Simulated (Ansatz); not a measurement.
## Amorphous Si$_{24}$O$_{50}$Ti

It comes from a melt-quench run on a machine-learned potential (CHGNet), relaxed afterwards by DFT. O atoms were pushed apart under 1.9 Å during the dynamics, to hinder bonds among them. The hot cell started wider than the set density and was brought back towards it in steps. It is the lowest in DFT energy of 2 quenches. It is a model cell: composition and starting density were chosen by hand, and all elements were melted together. No dispersion term was used.

Methods: PBE, scalar-relativistic without spin-orbit coupling (Ansatz, a program for electronic structure); r2SCAN, scalar-relativistic without spin-orbit coupling (Ansatz); HSE06, scalar-relativistic without spin-orbit coupling (Ansatz). Geometry, pressure, stress and energy are those of the PBE run. Its sampling: a 2×2×2 Γ-centred mesh; Fermi-Dirac width 0.02 eV; no spin polarisation. Other functionals are single points at the zone centre (r2SCAN at 500 eV; exact exchange cut at the cell's faces), free to take moments where seeds were set. At PBE the levels at both edges of the gap are localised (band-tail or defect states), and the nearest spread-out levels lie 5.3 eV apart at the zone centre.

```json
{
  "number_of_atoms_in_the_cell": "75",
  "Density (volume relaxed, without dispersion)": "2.22 g/cm³",
  "volume_per_atom": "15.15 Å³",
  "Pressure on a 2×2×2 Γ-centred mesh": "0.01 GPa",
  "Largest force and stress component on that mesh (the relaxation ran on the zone centre alone)": "0.02 eV/Å and 0.1 GPa",
  "Energy relative to alpha cristobalite + anatase TiO2 (lowest mix at this level among the phases computed, not always the ambient ones)": "0.108 eV/atom",
  "Gap between localised states on a 2×2×2 Γ-centred mesh (PBE)": "4.20 eV",
  "Gap between localised states at the zone centre (PBE)": "4.20 eV",
  "Gap between localised states at the zone centre (r2SCAN)": "4.63 eV",
  "Gap between localised states at the zone centre (HSE06)": "6.03 eV"
}
```

Bonds are counted up to Si-Si 2.60 Å, Si-O 1.90 Å, Si-Ti 2.78 Å, O-O 1.58 Å, O-Ti 2.49 Å, Ti-Ti 3.12 Å. Two cations that share two anions don't count as bonded, nor two that share one unless they lie closer than Si-Si 2.38 Å, Si-Ti 2.71 Å, Ti-Ti 3.04 Å.

Mean coordination of Si by anions: 4.00 (24 with 4)
Mean coordination of O: 2.00 (50 with 2)
Mean coordination of Ti by anions: 4.00 (1 with 4)
Mean Si-O bond: 1.640 Å (spread 0.018 Å, 96 counted)
Mean O-Ti bond: 1.817 Å (spread 0.029 Å, 4 counted)

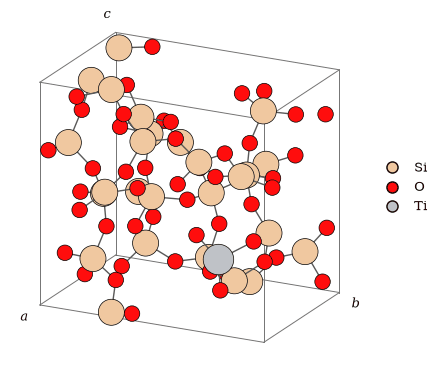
*The relaxed cell*

Its density started from a set value of 2.24 g/cm³. Cooling (nominally 320 K/ps over its main leg) ran many orders faster than in experiment, which tends to leave more defects and strain. One small periodic cell is one sample of the glass; other quenches scatter about these values. Volume and shape were free in the relaxation.
